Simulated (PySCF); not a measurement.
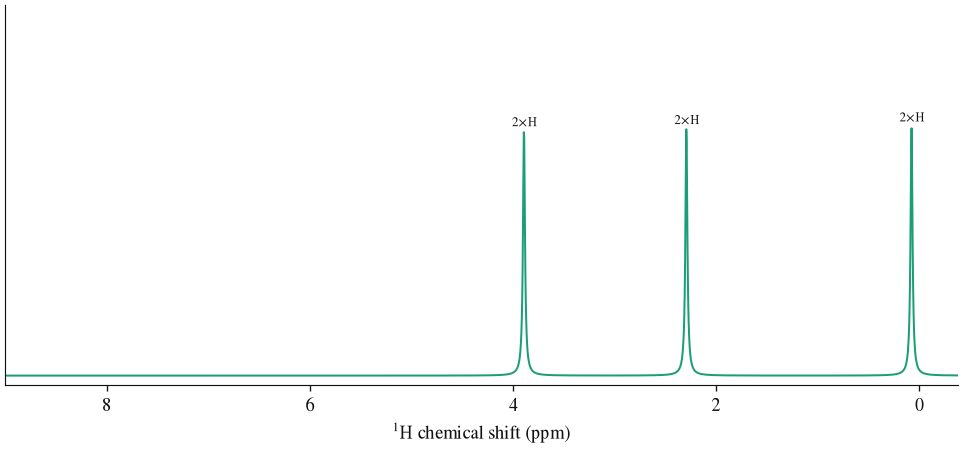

GIAO shifts, PBE0/pcSseg-1 in PySCF 2.14.0, at a GFN2-xTB geometry (no frequency check), against TMS for ¹H computed at the same level. Gas phase, fully decoupled, line heights follow the number of nuclei, widths are arbitrary (no quadrupolar broadening); values of one conformer, averaged over nuclei that symmetry, rotation about single bonds or inversion at nitrogen exchange, these motions taken as fast; other conformers aren't averaged in. Protons on N, O or S are those of the isolated molecule, without hydrogen bonds to neighbours or exchange.

Which structure fits the spectrum?
A. CH₆BNO₂, SMILES NCB(O)O
B. C₄H₆N₂, SMILES C/N=C/CC#N

Answer. A. Its ¹H signals: 3.89 (2 H), 2.29 (2 H), 0.07 (2 H) ppm.

Note: the tight-binding geometry is rougher than a DFT one and adds to the error.
